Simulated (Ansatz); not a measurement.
# SiH₃Cl: geometry relaxation

SiH₃Cl, computed with RKS B3LYP/def2-SVP (Ansatz 0.2.0).

The input holds or restrains some coordinates. It belongs to a series of runs on one base structure; here: pulled along the bonds that form and break, towards end A.

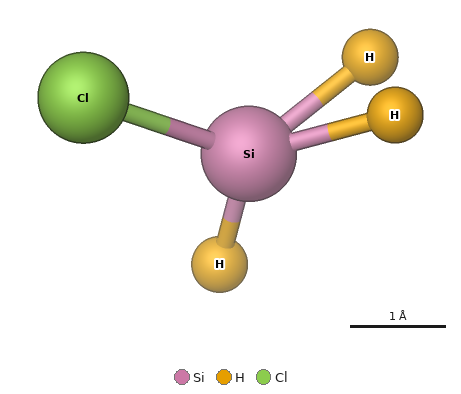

The input geometry (ball-and-stick view, seen at a tilt). Bond lengths as drawn: Cl–Si 2.13 Å and H–Si 1.46 to 1.66 Å.

Input file
```yaml
crystal:
  periodic: [false, false, false]
  atoms:
    - { symbol: Si, position_ang: [0.0, 0.0, 0.0] }
    - { symbol: H, position_ang: [0.9994, 0.0, 1.3254] }
    - { symbol: H, position_ang: [1.5827, 0.0, 0.5009] }
    - { symbol: H, position_ang: [-0.6877, 1.1914, -0.4862] }
    - { symbol: Cl, position_ang: [-1.0032, -1.7381, -0.7093] }
basis:
  gaussian: { orbitals: def2-SVP }
hamiltonian:
  xc: b3lyp
relax:
  f_tol: 0.15
  max_steps: 25
  restrain:
    - { distance: [1, 2], at: 1.86, k: 30.0 }
    - { distance: [0, 1], at: 1.46, k: 30.0 }
    - { distance: [0, 2], at: 1.46, k: 30.0 }
```

Run on 1 thread of Intel Xeon (Sapphire Rapids), 192 GiB of memory available, shared host.

Launch command:
```bash
ansatz run input.yaml --threads 1 --pin off --max-ram 2048MiB --backend cpu --events-out ev --progress --plain --runs-dir out
```

The program's output
```
The last accepted step is kept in [file] (removed where the run ends without a failure and the disk answers)
Engine: ansatz 0.2.0, x86_64-unknown-linux-gnu
Functional definition: B3LYP
  parameter a0 = 0.2
  parameter ax = 0.72
  parameter ac = 0.81
  exchange = (1 - a0 - ax)*slater_x + ax*b88_x + a0*exact_x
  correlation = (1 - ac)*vwn_rpa_c + ac*lyp_c
510 factors; integrals over basis functions are off by at most 4.3e-4 eV
mean field evaluation 1: about -20440.5321 eV, gradient 8.8e0 eV
mean field evaluation 2: about -20440.6326 eV, gradient 6.9e0 eV
mean field evaluation 4: about -20440.7762 eV, gradient 2.1e-1 eV
mean field evaluation 8: about -20440.7763 eV, gradient 7.4e-3 eV
mean field -20440.77631803 eV, -751.1846744316 hartree, gradient 2.2e-5 eV, S^2 0.000000; 0 other end points of the search recorded, 0 dependent functions left out
the calculation of the forces begins
reference -20440.77651521 eV, -751.1846816782 hartree; 17, 17 occupied and 34, 34 virtual orbitals, 510 factors
relax step   1: F+E_penalty+E_count = -20440.77631803 eV  Δ(F+E_penalty+E_count) = +0.000e0 eV  max|allowed force component| = 3.296e0 eV/Å  E_restraint = 12.03849542 eV  max|allowed force component, restraints' pulls added| = 2.593e1 eV/Å  Δτ_max = 0.0000 Å  (23 SCF iters, accepted)
  distance H 1 - H 2 = 1.0100 Å
  distance Si 0 - H 1 = 1.6600 Å
  distance Si 0 - H 2 = 1.6601 Å
these checks for a lower state are left out or cut short: starts, cluster_reference, orbital_swaps, neighbouring_geometries, increment
510 factors; integrals over basis functions are off by at most 5.3e-4 eV
mean field evaluation 16: about -20442.2077 eV, gradient 3.7e-1 eV
mean field -20442.21065651 eV, -751.2373853988 hartree, gradient 6.9e-6 eV, S^2 0.000000; 0 other end points of the search recorded, 0 dependent functions left out
the calculation of the forces begins
reference -20442.21085889 eV, -751.2373928361 hartree; 17, 17 occupied and 34, 34 virtual orbitals, 510 factors
relax step   2: F+E_penalty+E_count = -20442.21065651 eV  Δ(F+E_penalty+E_count) = -1.434e0 eV  max|allowed force component| = 3.086e0 eV/Å  E_restraint = 3.97838762 eV  max|allowed force component, restraints' pulls added| = 1.548e1 eV/Å  Δτ_max = 0.1950 Å  (24 SCF iters, accepted)
  distance H 1 - H 2 = 1.3814 Å
  distance Si 0 - H 1 = 1.5944 Å
  distance Si 0 - H 2 = 1.5945 Å
these checks for a lower state are left out or cut short: starts, cluster_reference, orbital_swaps, neighbouring_geometries, increment
510 factors; integrals over basis functions are off by at most 6.4e-4 eV
mean field -20443.45770541 eV, -751.2832136004 hartree, gradient 1.7e-5 eV, S^2 0.000000; 0 other end points of the search recorded, 0 dependent functions left out
the calculation of the forces begins
reference -20443.45791058 eV, -751.2832211403 hartree; 17, 17 occupied and 34, 34 virtual orbitals, 510 factors
relax step   3: F+E_penalty+E_count = -20443.45770541 eV  Δ(F+E_penalty+E_count) = -1.247e0 eV  max|allowed force component| = 2.150e0 eV/Å  E_restraint = 0.37073884 eV  max|allowed force component, restraints' pulls added| = 5.168e0 eV/Å  Δτ_max = 0.1950 Å  (24 SCF iters, accepted)
  distance H 1 - H 2 = 1.7378 Å
  distance Si 0 - H 1 = 1.5299 Å
  distance Si 0 - H 2 = 1.5299 Å
these checks for a lower state are left out or cut short: starts, cluster_reference, orbital_swaps, neighbouring_geometries, increment
510 factors; integrals over basis functions are off by at most 6.8e-4 eV
mean field evaluation 32: about -20444.1428 eV, gradient 3.2e-4 eV
mean field -20444.14280294 eV, -751.3083904704 hartree, gradient 7.3e-6 eV, S^2 0.000000; 0 other end points of the search recorded, 0 dependent functions left out
the calculation of the forces begins
reference -20444.14300351 eV, -751.3083978410 hartree; 17, 17 occupied and 34, 34 virtual orbitals, 510 factors
relax step   4: F+E_penalty+E_count = -20444.14280294 eV  Δ(F+E_penalty+E_count) = -6.851e-1 eV  max|allowed force component| = 1.517e0 eV/Å  E_restraint = 0.03497686 eV  max|allowed force component, restraints' pulls added| = 8.143e-1 eV/Å  Δτ_max = 0.1941 Å  (25 SCF iters, accepted)
  distance H 1 - H 2 = 1.9068 Å
  distance Si 0 - H 1 = 1.4684 Å
  distance Si 0 - H 2 = 1.4684 Å
these checks for a lower state are left out or cut short: starts, cluster_reference, orbital_swaps, neighbouring_geometries, increment
510 factors; integrals over basis functions are off by at most 7.4e-4 eV
mean field -20444.21619762 eV, -751.3110876751 hartree, gradient 1.5e-5 eV, S^2 0.000000; 0 other end points of the search recorded, 0 dependent functions left out
the calculation of the forces begins
reference -20444.21639674 eV, -751.3110949927 hartree; 17, 17 occupied and 34, 34 virtual orbitals, 510 factors
relax step   5: F+E_penalty+E_count = -20444.21619762 eV  Δ(F+E_penalty+E_count) = -7.339e-2 eV  max|allowed force component| = 1.479e0 eV/Å  E_restraint = 0.06415433 eV  max|allowed force component, restraints' pulls added| = 1.356e-1 eV/Å  Δτ_max = 0.0596 Å  (21 SCF iters, accepted)
  distance H 1 - H 2 = 1.9245 Å
  distance Si 0 - H 1 = 1.4523 Å
  distance Si 0 - H 2 = 1.4523 Å
```

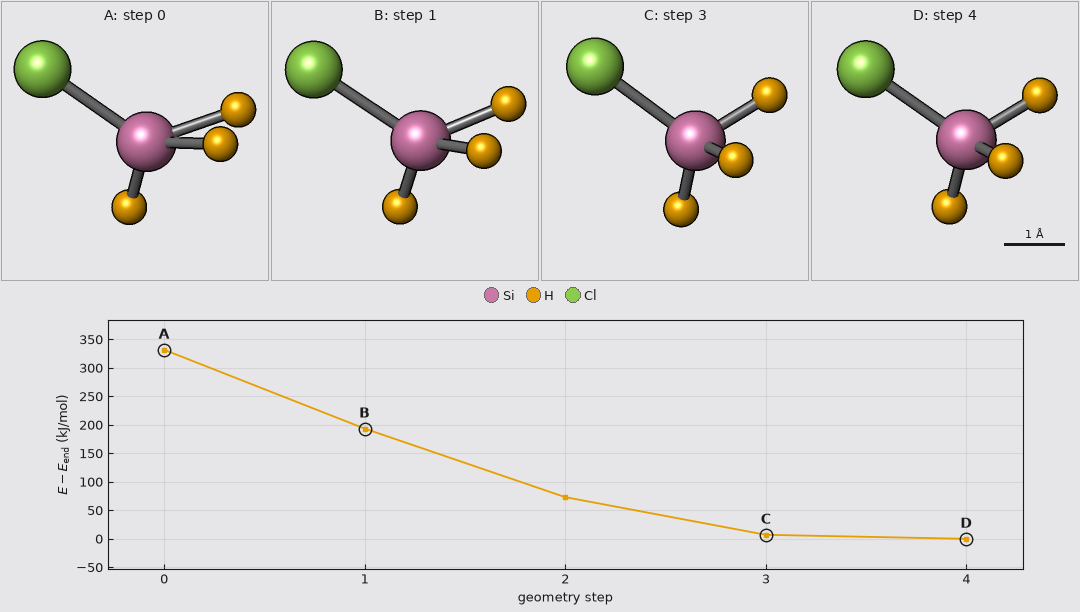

Frames of the restrained relaxation (ball-and-stick view, seen at a tilt) above the curves, on which the letters mark them (the first geometry is step 0 here and step 1 in the log).

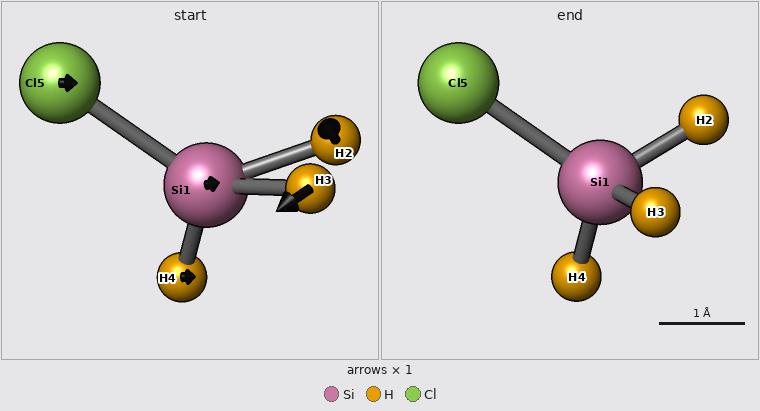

Before (left) and after (right) the restrained relaxation, at one scale (ball-and-stick view, seen at a tilt). The black arrows give the displacements, at true length. The energy falls by 331.9 kJ/mol in 4 geometry steps. Largest force component: 3.3 eV/Å at the start, 1.5 eV/Å at the end. The largest moves after the best rigid fit, 0.55 Å, are those of H2 and H3. By element the largest moves are H 0.55 Å, Cl 0.24 Å, Si 0.19 Å. Among the contacts that change: Si1–H2 1.660 → 1.452 Å, Si1–Cl5 2.128 → 2.065 Å, Si1–H4 1.459 → 1.486 Å. Among the angles that change: H2–Si1–H3 35.4° → 83.0°, H2–Si1–Cl5 123.4° → 114.4°, H2–Si1–H4 123.4° → 116.5°. (Atoms are counted from 1 in the order of the input.)

```
510 factors; integrals over basis functions are off by at most 7.4e-4 eV
mean field -20444.21619762 eV, -751.3110876751 hartree, gradient 1.5e-5 eV, S^2 0.000000; 1 other end points of the search recorded, 0 dependent functions left out
the calculation of the forces begins
reference -20444.21639674 eV, -751.3110949927 hartree; 17, 17 occupied and 34, 34 virtual orbitals, 510 factors
Total energy: -20444.21639674 eV, -751.3110949927 hartree
Atom 0 at     0.155835    -0.002874     0.110311 Å, force     0.326031     0.097916     0.230536 eV/Å
Atom 1 at     0.487930    -0.034215     1.523744 Å, force    -1.138159     0.017030     1.217710 eV/Å
Atom 2 at     1.599161    -0.034222    -0.047490 Å, force     0.768849     0.016969    -1.478841 eV/Å
Atom 3 at    -0.537254     1.216690    -0.379881 Å, force     0.068668    -0.071944     0.048577 eV/Å
Atom 4 at    -0.814472    -1.692079    -0.575884 Å, force    -0.025389    -0.059971    -0.017981 eV/Å
Dipole moment:     0.031633     0.209558     0.022368 e Å
```

Trajectory as extended XYZ (Å, eV, eV/Å), 5 frames, from step=1 to step=5
```
5
Properties=species:S:1:pos:R:3:forces:R:3 step=1 energy=-20440.77632
Si    0.0000    0.0000    0.0000    1.8528  -0.9225   1.3097
H     0.9994    0.0000    1.3254   -3.0779  -0.0322   1.1832
H     1.5827    0.0000    0.5009    0.0893  -0.0323  -3.2963
H    -0.6877    1.1914   -0.4862    0.3493   0.3885   0.2472
Cl   -1.0032   -1.7381   -0.7093    0.7864   0.5985   0.5562
5
Properties=species:S:1:pos:R:3:forces:R:3 step=2 energy=-20442.21066
Si    0.0693   -0.0056    0.0490    1.8878  -0.5575   1.3355
H     0.8437   -0.0006    1.4427   -3.0167  -0.0681   0.7234
H     1.6415   -0.0006    0.3150   -0.3236  -0.0682  -3.0855
H    -0.6749    1.1854   -0.4772    0.5350  -0.2032   0.3781
Cl   -0.9883   -1.7255   -0.6988    0.9174   0.8970   0.6485
5
Properties=species:S:1:pos:R:3:forces:R:3 step=3 energy=-20443.45771
Si    0.1500   -0.0097    0.1061    0.6462  -0.2012   0.4579
H     0.6763   -0.0042    1.5426   -2.1216  -0.0850   0.4470
H     1.6798   -0.0042    0.1239   -0.2856  -0.0851  -2.1496
H    -0.6553    1.1667   -0.4633    0.7832  -0.5046   0.5535
Cl   -0.9596   -1.6953   -0.6785    0.9779   0.8759   0.6913
5
Properties=species:S:1:pos:R:3:forces:R:3 step=4 energy=-20444.14280
Si    0.1359    0.0119    0.0963    0.5030  -0.2611   0.3549
H     0.4960   -0.0445    1.5187   -1.2726   0.0718   0.9524
H     1.5970   -0.0446   -0.0382    0.4736   0.0718  -1.5170
H    -0.5314    1.2759   -0.3758    0.1215  -0.4653   0.0861
Cl   -0.8064   -1.7454   -0.5702    0.1744   0.5828   0.1236
5
Properties=species:S:1:pos:R:3:forces:R:3 step=5 energy=-20444.21620
Si    0.1558   -0.0029    0.1103    0.3260   0.0979   0.2305
H     0.4879   -0.0342    1.5237   -1.1382   0.0170   1.2177
H     1.5992   -0.0342   -0.0475    0.7688   0.0170  -1.4788
H    -0.5373    1.2167   -0.3799    0.0687  -0.0719   0.0486
Cl   -0.8145   -1.6921   -0.5759   -0.0254  -0.0600  -0.0180
```

Summary

- outcome: converged under the restraints of the input
- total energy: −20444.2164 eV
- mean-field energy: −20444.2164 eV
- largest force (length of the vector) at the end, held atoms and coordinates included: 1.667 eV/Å
- wall time: 5 s
- peak memory: 0.12 GiB
